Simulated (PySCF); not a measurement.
Vertical excitations of a molecule C4H10Si2 from TDA-PBE0/def2-SVPD run with PySCF 2.14.0, as energy in eV (oscillator strength): 5.57 (0.244), 5.99 (0.124), 6.17 (0.044), 6.38 (0.035), 6.71 (0.005), 6.79 (0.036). Lowest triplet (TDA): 3.97 eV. Coordinates come from a PBE0-D3(BJ)/def2-SVP optimisation. Other conformers were not sampled.

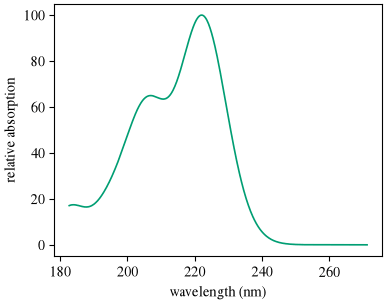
Figure. The lines broadened by 0.4 eV.

### Question
Which molecule gave these data?
A. CC1=CC[Si@H]1[SiH3]
B. C=C1CC[SiH2][SiH2]1
C. C[SiH](C)C#C[SiH3]
D. C=C[Si@H]1CC[SiH2]1

### Answer
D, C=C[Si@H]1CC[SiH2]1
